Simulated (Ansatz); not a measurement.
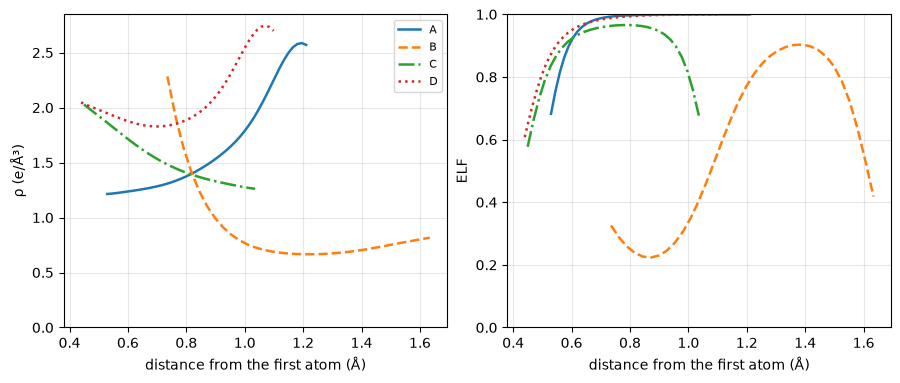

Figure. CH6BSn (doublet). Electron density and electron localisation function along straight lines between neighbouring atoms. The curves leave out the atomic cores.

Geometry: PBE0-D3(BJ)/def2-SVP; core potentials replace the inner electrons of Sn.

The calculation used isolated molecule in a Gaussian basis; Kohn-Sham density functional theory, functional PBE0 (Ansatz 0.2.0).

The calculation's input:

```
crystal:
  periodic: [false, false, false]
  atoms:
    - symbol: C
      position_ang: [0.164536, -0.827504, 2.507426]
    - symbol: B
      position_ang: [1.109970, -1.497309, 1.457872]
    - symbol: Sn
      position_ang: [0.871731, -3.544567, 0.753051]
    - symbol: H
      position_ang: [0.769125, -0.476814, 3.364052]
    - symbol: H
      position_ang: [-0.657056, -1.446729, 2.893250]
    - symbol: H
      position_ang: [-0.266970, 0.090996, 2.068734]
    - symbol: H
      position_ang: [2.042068, -0.894840, 0.975180]
    - symbol: H
      position_ang: [-0.353099, -4.635601, 1.258028]
    - symbol: H
      position_ang: [1.871652, -4.335144, -0.391417]
basis:
  gaussian:
    orbitals: def2-TZVPD
hamiltonian:
  xc: {name: PBE0}
output:
  forces: true
  orbitals: {seedname: orbitals}
magnetization:
  spin_polarized: true
  initial_magnetization: 1
```

Run with:

```sh
ansatz run input.yaml --threads 2 --pin off --max-ram 4350MiB --events-out events.jsonl --progress --plain --runs-dir runs
```

Which curve belongs to which contact (B–H, C–B, C–H and Sn–B)? The first atom named is at distance zero.

Curve A: B–H (1.21 Å): ρ at the midpoint is about 1.2 e/Å³; the ELF climbs to about 1 towards the hydrogen, as it does in any bond to H; a covalent bond by its length. Curve B: Sn–B (2.18 Å): the density is about 0.69 e/Å³ at the midpoint; the ELF peaks at about 0.90 in the valence shell of B, 0.8 Å from its nucleus, and drops to about 0.20 between the two atoms. Curve C: C–B (1.56 Å): ρ at the midpoint is about 1.4 e/Å³; the ELF peaks at about 0.95 between the atoms: a shared electron pair. Curve D: C–H (1.10 Å): ρ is about 1.9 e/Å³ halfway; the ELF climbs to about 1 towards the hydrogen; a covalent bond by its length.
